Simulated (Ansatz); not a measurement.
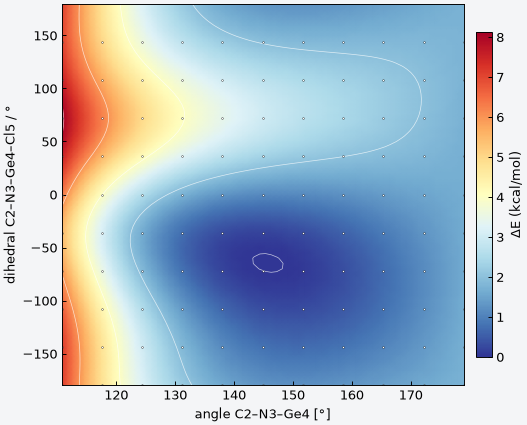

CHClGeNO, SMILES O=C=[N][GeH][Cl], spin multiplicity 2. The first coordinate is: angle C2–N3–Ge4; the second: dihedral C2–N3–Ge4–Cl5. Nothing is relaxed (all other coordinates rigid). Grid: 11 × 10 points. Points are written as (first, second). Energies are in kcal/mol, from the lowest grid point. Theory: UKS r2SCAN-D4/def2-SVP in Ansatz 0.2.0.

In the figure: a smooth colour map with a few white contour lines, dots at the grid points. Between grid points the surface is interpolated.

The lowest grid point is at (144.9°, −72°). It is the only kind of minimum in the scanned range. The highest grid point, (110.7°, 72°), lies 8.12 kcal/mol above the lowest. Round the minimum the valley is somewhat tilted: raising angle C2–N3–Ge4 shifts the best value of dihedral C2–N3–Ge4–Cl5 downwards (coupling k₁₂/√(k₁₁k₂₂) about 0.3).

The system is changed to CHFGeNO, SMILES O=C=[N][GeH][F], spin multiplicity 2; the new grid has 9 × 10 points.

### What will the new map look like?

The minimum (interpolated where it lies between grid points) moves from about (146°, −65°) to about (148°, −80°). The curvature at the minimum changes by less than a tenth (about 0.75) eV/rad² along angle C2–N3–Ge4 and from about 0.068 to 0.041 eV/rad² along dihedral C2–N3–Ge4–Cl5.

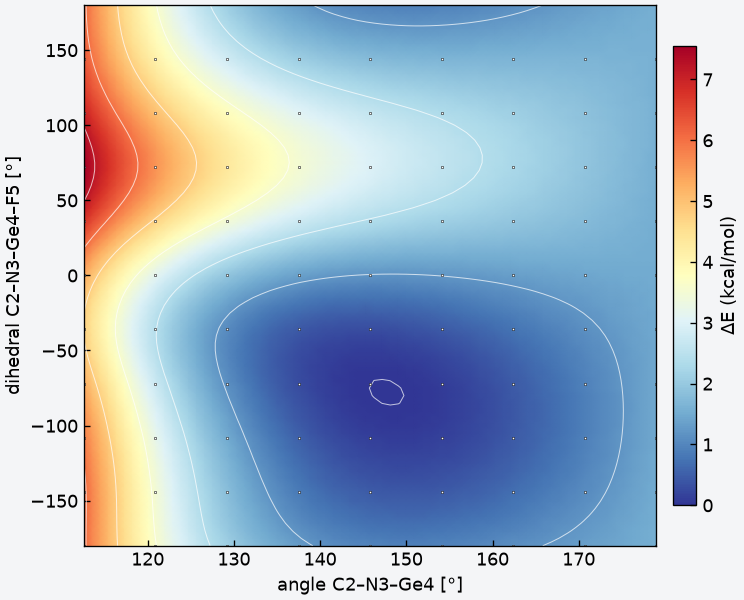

The map after the change, on a colour scale of its own. The picture shows a smooth colour map with a few white contour lines, dots at the grid points. Between grid points the surface is interpolated.
